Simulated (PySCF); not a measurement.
# C₄H₁₁P: electronic excitations and core binding energies

What electronic excitations and core binding energies should C₄H₁₁P (`C=P(C)(C)C`) show?

Computed with PySCF 2.14.0, with density-fitted response routines of our own, on a single molecule in the gas phase. Atoms count from 0, in the outputs and in this text.

## (1) The starting structure

16 atoms, charge 0, multiplicity 1; geometry from: GFN2-xTB.

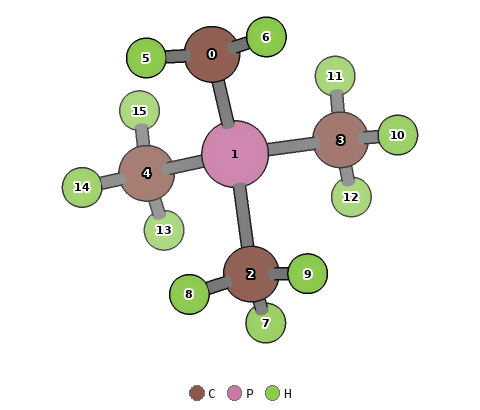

The starting geometry (carbon brown, phosphorus pink, hydrogen green), atoms numbered.

## (2) Excited states and response: CAM-B3LYP/def2-SVPD

Job settings and geometry (Å):

```
{"job": {"kind": "uv", "xc": "CAM-B3LYP", "basis": "def2-SVPD", "nstates": 8, "ntriplets": 3}, "charge": 0, "multiplicity": 1}
C      0.208573     1.412036     1.424226
P      0.091897     0.231469     0.202730
C      1.340807    -0.361325    -1.079696
C     -1.313794     0.653106    -0.880821
C     -0.367079    -1.355970     0.975684
H      0.982678     1.152192     2.144837
H      0.392505     2.397450     0.998505
H      0.945605    -1.140738    -1.726877
H      2.219519    -0.736983    -0.555820
H      1.641824     0.492920    -1.685705
H     -1.065464     1.542734    -1.457078
H     -2.167656     0.873108    -0.243423
H     -1.546188    -0.164971    -1.560050
H     -0.610573    -2.105434     0.224860
H      0.462842    -1.708454     1.585479
H     -1.223094    -1.172196     1.621739
```

Method: TDDFT CAM-B3LYP/def2-SVPD, vertical, gas phase, core orbitals frozen in the response.

Command:

```
$ OMP_NUM_THREADS=1 python probes_run.py task.json out
```

One launch serves the whole session: the jobs run in the order shown.

**Question.** This job is followed by: delta-SCF UKS SCAN, pcX-2 on the ionised atom, pcseg-1 elsewhere, spin-free X2C. What will the session give for the following? lowest singlet (CAM-B3LYP/def2-SVPD); brightest single state of those computed; lowest triplet; C1s binding energies, SCAN/pcX-2; P1s binding energies, SCAN/pcX-2; P2p binding energies, SCAN/pcX-2.

As calculated:

```
                                quantity                        value
    lowest singlet (CAM-B3LYP/def2-SVPD)  4.80 eV (258 nm), f = 0.078
brightest single state of those computed  state 4, 6.20 eV, f = 0.091
                          lowest triplet                      4.41 eV
        C1s binding energies, SCAN/pcX-2      C2 290.18, C0 288.23 eV
        P1s binding energies, SCAN/pcX-2                P1 2150.81 eV
        P2p binding energies, SCAN/pcX-2                 P1 137.28 eV
```

In words: The first singlet state (HOMO→LUMO 0.87, HOMO→LUMO+3 0.09) lies at 4.80 eV and is bright; of the 8 states computed, the strongest absorption comes from state 4 at 6.20 eV. The lowest triplet lies 0.39 eV below the lowest singlet (triplets in Tamm-Dancoff, singlets in full TDDFT). The C1s levels kept as sound span 1.95 eV, from C0 (carbon double-bonded to a heavier main-group atom) up to C2 (methyl carbon bonded to P).
